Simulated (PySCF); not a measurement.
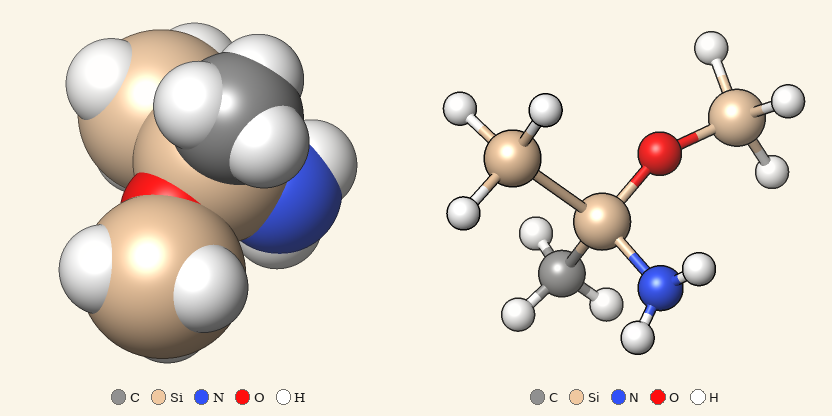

The same structure drawn twice, from different directions.

The computed structure is the end point of a GFN2-xTB optimisation. No frequency run is at hand to confirm it as a minimum.

Which formula does it have?

CH11NOSi3, 17 atoms: 1 carbon, 11 hydrogen, 1 nitrogen, 1 oxygen and 3 silicon.

How many bonds of each kind are drawn?

6 Si–H, 3 C–H, 2 O–Si, 2 N–H, 1 C–Si, 1 N–Si, 1 Si–Si.

More results for the same structure follow; atom numbers are the same in all pictures, views and colours differ.

## Shape

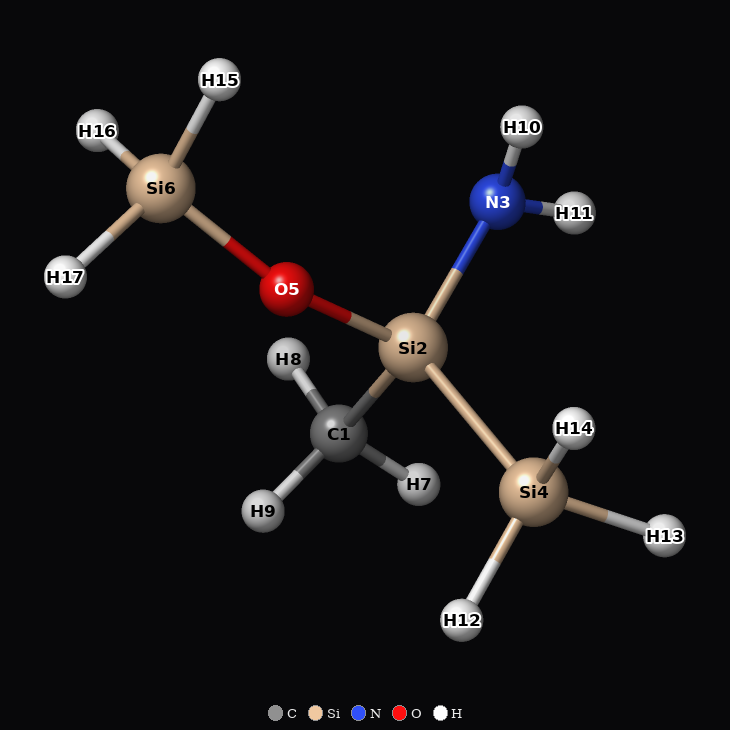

The atoms are numbered. No frequency run is at hand to confirm it as a minimum.

Give the bond lengths.

```
   bond  length (Å)   order
 C1–Si2       1.903  single
  C1–H7       1.086  single
  C1–H8       1.086  single
  C1–H9       1.086  single
 Si2–N3       1.735  single
Si2–Si4       2.310  single
 Si2–O5       1.635  single
 N3–H10       1.008  single
 N3–H11       1.007  single
Si4–H12       1.468  single
Si4–H13       1.472  single
Si4–H14       1.470  single
 O5–Si6       1.614  single
Si6–H15       1.464  single
Si6–H16       1.462  single
Si6–H17       1.462  single
```

## Charges

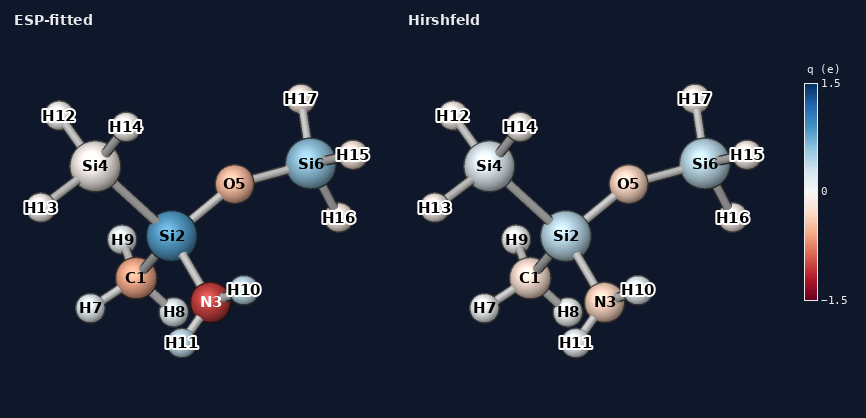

Atomic charges of one calculation by 2 schemes, on one colour scale. No frequency run is at hand to confirm it as a minimum. Method: PBE0/pcSseg-1 (PySCF 2.14.0).

Which scheme gives the most polar picture (largest mean size of the charges)?

The ESP-fitted charges are the largest in size here.

On which atom do the schemes disagree most?

On N3 (from −1.02 to −0.32 e).

List the charges (e), one line for each set of equivalent atoms.

```json
{"atom": "C1", "ESP-fitted": "−0.56", "Hirshfeld": "−0.22"}
{"atom": "Si2", "ESP-fitted": "0.84", "Hirshfeld": "0.40"}
{"atom": "N3", "ESP-fitted": "−1.02", "Hirshfeld": "−0.32"}
{"atom": "Si4", "ESP-fitted": "−0.06", "Hirshfeld": "0.19"}
{"atom": "O5", "ESP-fitted": "−0.46", "Hirshfeld": "−0.30"}
{"atom": "Si6", "ESP-fitted": "0.60", "Hirshfeld": "0.39"}
{"atom": "H7", "ESP-fitted": "0.13", "Hirshfeld": "0.04"}
{"atom": "H8", "ESP-fitted": "0.15", "Hirshfeld": "0.04"}
{"atom": "H9", "ESP-fitted": "0.12", "Hirshfeld": "0.04"}
{"atom": "H10", "ESP-fitted": "0.37", "Hirshfeld": "0.12"}
{"atom": "H11", "ESP-fitted": "0.38", "Hirshfeld": "0.12"}
{"atom": "H12", "ESP-fitted": "−0.03", "Hirshfeld": "−0.08"}
{"atom": "H13", "ESP-fitted": "−0.05", "Hirshfeld": "−0.09"}
{"atom": "H14", "ESP-fitted": "−0.03", "Hirshfeld": "−0.08"}
{"atom": "H15", "ESP-fitted": "−0.13", "Hirshfeld": "−0.08"}
{"atom": "H16", "ESP-fitted": "−0.12", "Hirshfeld": "−0.08"}
{"atom": "H17", "ESP-fitted": "−0.13", "Hirshfeld": "−0.08"}
```

## NMR shielding

The questions are on isotropic NMR shieldings of the Si atoms. No frequency run is at hand to confirm it as a minimum. Method: GIAO PBE0/pcSseg-1 NMR shielding, non-relativistic, gas phase (PySCF 2.14.0).

Give the isotropic NMR shieldings of the Si atoms atom by atom.

```
atom  σ (ppm)
 Si2    349.9
 Si4    476.0
 Si6    395.8
```

## Electronic properties

No frequency run is at hand to confirm it as a minimum. Properties computed with PBE0/def2-SVPD, gas phase (PySCF 2.14.0). Excitations: vertical, linear response.

What does the calculation give?

- dipole moment: 1.28 D
- HOMO energy (Kohn–Sham orbital): −7.14 eV
- LUMO energy (Kohn–Sham orbital): 0.03 eV
- HOMO–LUMO gap: 7.17 eV
- mean static polarisability: 105.6 bohr³
- lowest vertical singlet excitation: 6.04 eV
- its oscillator strength: 0.033
- brightest of the 6 lowest singlets: 7.24 eV
- its oscillator strength: 0.07

The geometry is semi-empirical. Around Si such bond lengths and angles can be off by a tenth of an ångström or more and by several degrees, and values that hang on the shape move with them.
